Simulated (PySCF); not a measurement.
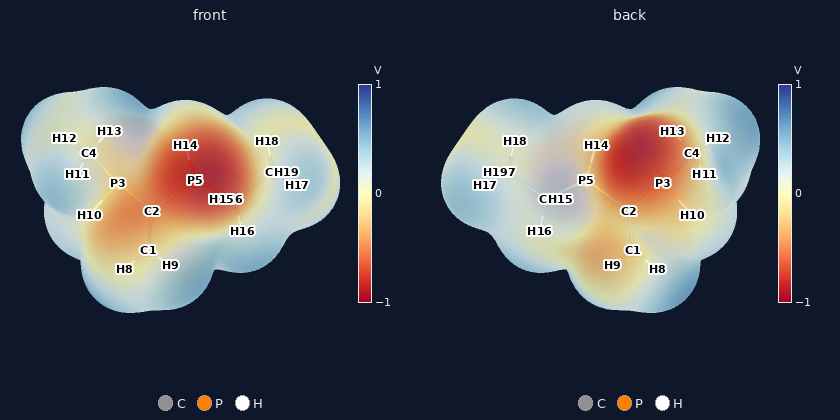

The picture shows: C₅H₁₂P₂ (SMILES C=C(PC)PCC). The electrostatic potential painted on the density surface at 0.001 e/bohr³, seen from the front and from behind; red is negative and blue positive.

Geometry: GFN2-xTB.

Computed with PySCF 2.14.0, PBE0/def2-SVPD, SCF density, gas phase.

```xyz
19

C     0.7495   -1.2159   -1.6790
C     0.7172   -0.4855   -0.5711
P     1.7068   -0.8377    0.9249
C     2.9447    0.5262    0.7278
P    -0.4349    0.9347   -0.4125
C    -1.9590   -0.0731   -0.0352
C    -3.0959    0.8073    0.4645
H     1.3862   -2.0821   -1.7792
H     0.1321   -0.9756   -2.5320
H     2.5018   -1.8315    0.3338
H     3.3860    0.5124   -0.2671
H     3.7218    0.4001    1.4799
H     2.4504    1.4835    0.8918
H    -0.1227    1.1788    0.9389
H    -1.7044   -0.8413    0.7011
H    -2.2487   -0.5746   -0.9637
H    -3.9867    0.2091    0.6475
H    -2.8167    1.3017    1.3931
H    -3.3373    1.5727   -0.2707
```

### Describe the electrostatic potential map.

The most negative region (about −0.9 V) lies over P3 and P5, the most positive (about +0.6 V) over H8, H9 and H12.
